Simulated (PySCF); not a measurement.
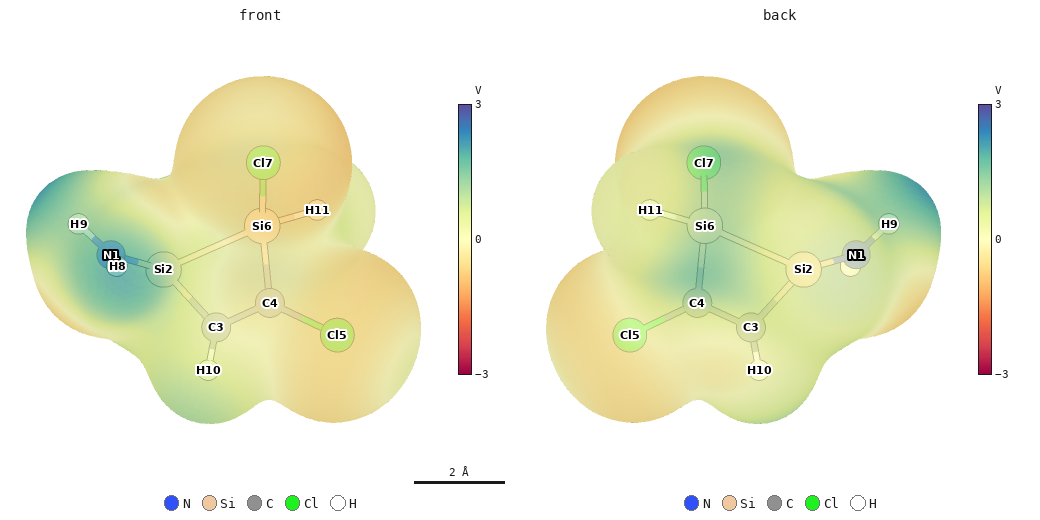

Figure. C2H4Cl2NSi2 (doublet). The electrostatic potential painted on the density surface at 0.002 e/bohr³, seen from the front and from behind; the colour scale runs from red (negative) to blue (positive).

Geometry: GFN2-xTB.

These are results of PySCF, UKS B3LYP, pcH-1 on C Cl H N Si, non-relativistic, mean-field spin-orbit, GIAO, not measurements.

```xyz
11

N     2.0770   -0.8417   -0.7022
Si    0.5290   -0.2734   -1.1843
C     0.2122    1.2981   -0.1657
C    -0.9876    1.0656    0.3616
Cl   -1.8410    2.1557    1.4003
Si   -1.6165   -0.6717   -0.1308
Cl   -1.1032   -1.9705    1.3914
H     2.5402   -0.5290    0.1403
H     2.4832   -1.6937   -1.0528
H     0.7926    2.1947   -0.0229
H    -3.0806   -0.7315   -0.0608
```

> Where is the surface potential most negative and most positive?

The most negative region (about −0.8 V, or −18 kcal/mol for a unit charge) lies over Cl7, the most positive (about +2.0 V, or +46 kcal/mol for a unit charge) over H8 and H9. Cl5 shows a σ-hole: about +0.2 V at the tip opposite its bond, against about −0.5 V, or −12 kcal/mol for a unit charge on its flanks.
